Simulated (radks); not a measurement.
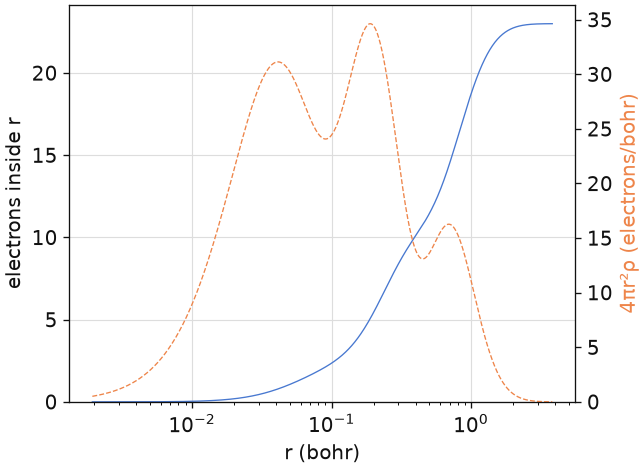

The iron ion Fe³⁺ in the configuration [Ne] 3s2 3p5 3d6 (high spin). Method: non-relativistic Kohn-Sham, SCAN, spin-polarised, spherical densities, point nucleus; computed with the in-house radial solver radks.

```
Z 26
configuration [Ne] 3s2 3p3 3p2 3d6
relativity non-relativistic
functional scan,scan
spin polarised
nucleus point
```

The plot shows the number of electrons inside radius r (solid) and the radial density 4πr²ρ (dashed).

Q: Describe it and give its main numbers.

Answer: The count levels off at 23 electrons. Half of them lie within 0.505 bohr, 90 % within 1.23 bohr and 99 % within 2.04 bohr. The radial density has minima at 0.0908 and 0.450 bohr, where the count stands at 2.1 and 10.8; these part the shells that the density resolves.
